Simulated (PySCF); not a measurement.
Molecule: SMILES C=[CH][Ge]([NH2])([NH2])[OH], singlet. Atoms near the plane z = 0.8 Å, at the B3LYP/def2-SVP optimised geometry (x, y, z in Å): C1 (-1.7, 0.6, 0.7), C2 (-0.6, 0.2, 0.0), Ge3 (0.1, -1.6, 0.0), N4 (-0.7, -2.5, 1.4), O6 (1.9, -1.6, 0.0), H7 (-2.2, -0.1, 1.3), H8 (-2.0, 1.6, 0.7), H10 (-0.6, -3.5, 1.4), H14 (2.2, -1.1, 0.7).

Calculation: PySCF with B3LYP/def2-TZVP. Cells within 0.4 Å of a nucleus heavier than hydrogen are left out (blank, or x). The values are rescaled to run from 0 to 1.

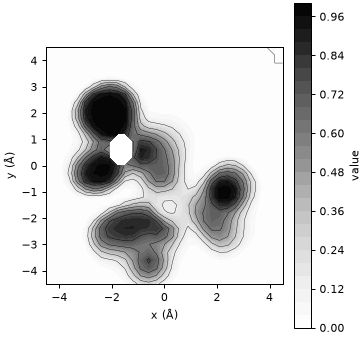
a field on the plane z = 0.8 Å.

Task: Which quantity is mapped?
A. deformation density (molecule minus spherical neutral atoms)
B. Laplacian of the electron density
C. an orbital amplitude
D. electron localisation function

Result: D, electron localisation function
